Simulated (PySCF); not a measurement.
## A study: C2H8AsSi, doublet, SMILES `C[SiH][AsH]C`

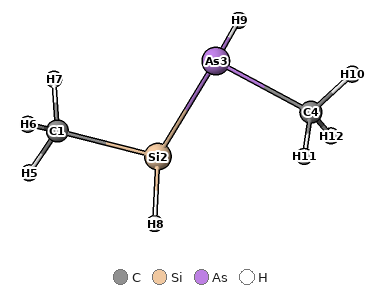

The molecule, with its atoms numbered as below. No frequency check shows the geometry to be a minimum.

Coordinates in Å:

```
C1      -2.7569    0.3212    0.0267
Si2     -1.2011   -0.7802   -0.1336
As3      0.7327    0.5368    0.0656
C4       2.0119   -0.9595   -0.0274
H5      -3.6750   -0.2440   -0.0974
H6      -2.7828    0.7870    1.0101
H7      -2.7495    1.1151   -0.7161
H8      -1.2685   -1.7268    1.0137
H9       0.7886    0.8493   -1.4115
H10      3.0287   -0.5824   -0.1371
H11      1.9668   -1.5277    0.9020
H12      1.7978   -1.6336   -0.8546
```

Part 1: Bonding charge

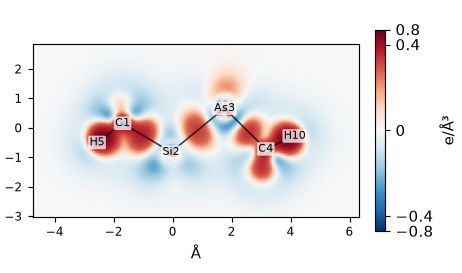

Deformation density (molecule less spherical, spin-averaged free atoms) in the plane of C1, Si2, As3, C4, H5 and H10; colour scale in e/Å³, logarithmic beyond ±0.1; red: gain, blue: loss.

PySCF calculation, TPSS/cc-pVDZ, gas phase; geometry: GFN2-xTB. The stability of the open-shell solution wasn't checked. GFN2-xTB doesn't know the spin state, so this open-shell geometry is rough.

Q: How much density has each bond in this plane gained at its critical point, relative to the free atoms?

A: C4–H10: +0.62 e/Å³ at the bond critical point (bond length 1.09 Å, Mayer order 1.0). C1–H5: +0.60 e/Å³ at the bond critical point (bond length 1.08 Å, Mayer order 1.0). As3–C4: +0.15 e/Å³ at the bond critical point (bond length 1.97 Å, Mayer order 1.0). Si2–As3: +0.11 e/Å³ at the bond critical point (bond length 2.35 Å, Mayer order 1.1). C1–Si2: +0.11 e/Å³ at the bond critical point (bond length 1.91 Å, Mayer order 1.0); up to 0.6 Å beside the axis the gain reaches +0.31 e/Å³. In all, 2.4 electrons gather in the regions of gain relative to the promolecule. A small or negative value marks a very polar bond, one between electron-rich atoms, whose free-atom densities already overlap strongly, a long bond to a heavier atom, or a closed-shell contact such as a hydrogen bond.

Q: Where do the Hirshfeld charges lie?

A: The highest Hirshfeld charge is on Si2 (+0.17 e), the lowest on C1 (−0.18 e).

```csv
atom,charge (e)
C1,−0.18
Si2,+0.17
As3,+0.08
C4,−0.14
H5,+0.04
H6,+0.04
H7,+0.03
H8,−0.10
H9,−0.04
H10,+0.03
H11,+0.03
H12,+0.03
```

Part 2: Local ionisation energy

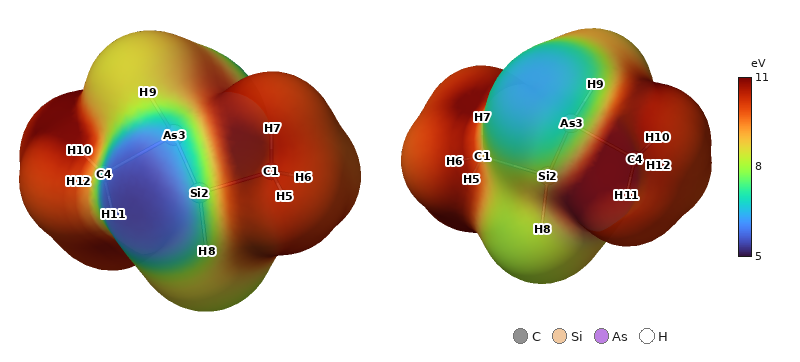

Average local ionisation energy on the surface of electron density 0.001 a.u. (back view left, front view right).

Q: Where are the most loosely bound electrons on this surface?

A: The lowest value is 5.4 eV, 2.4 Å from Si2. Further minima include 6.4 eV, 2.4 Å from As3; 8.0 eV, 1.5 Å from H8; 9.6 eV, 1.6 Å from H6. For comparison, the highest occupied orbital lies at −4.6 eV.

Q: What volume does the surface enclose, and what is the dipole moment?

A: About 144 Å³; the dipole moment is 0.3 D.

Part 3: Spin density

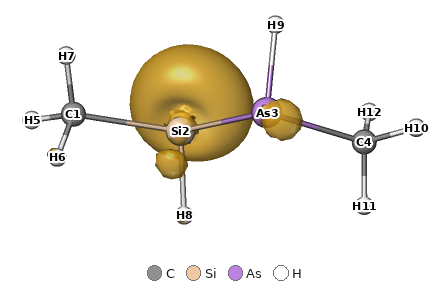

Spin density ρα − ρβ at ±0.05 e/Å³ (yellow: excess α, teal: excess β).

Q: Where is the unpaired spin?

A: Hirshfeld spin populations: Si2 +0.71, As3 +0.14, H8 +0.05 and C1 +0.04. ⟨S²⟩ = 0.75, as for a pure state.

Part 4: In an electric field

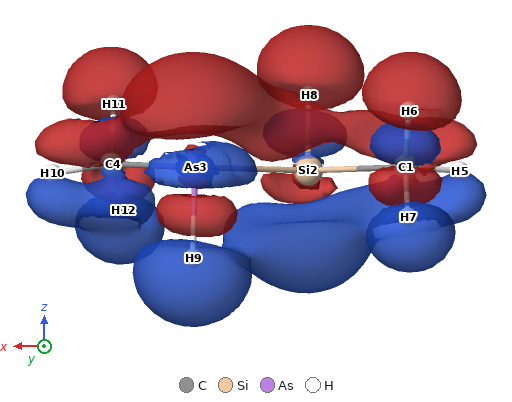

Change of the electron density in a uniform field of 0.26 V/Å, surfaces at ±0.0015 e/Å³ (red: gain, blue: loss).

PySCF calculation, TPSS/def2-SVPD, gas phase; geometry: GFN2-xTB. The stability of the open-shell solution wasn't checked. GFN2-xTB doesn't know the spin state, so this open-shell geometry is rough.

Q: Along which Cartesian direction does the field point?

A: Along −z: electrons gather on the +z side, against the field.

Q: How large is the response?

A: The induced dipole is 0.94 D (along the field); α along this axis, from the fields in both directions, is 74 bohr³ (11.0 Å³).

Q: Which atoms gain and lose the most charge?

A: Electrons gather most on As3 (Hirshfeld charge changes by −0.015 e) and leave H9 most (+0.015 e); 0.086 electrons are displaced in all.

The PySCF runs shown took 72 s and 5.2 min on 1 thread of Arm Neoverse V1, with other jobs on the host.
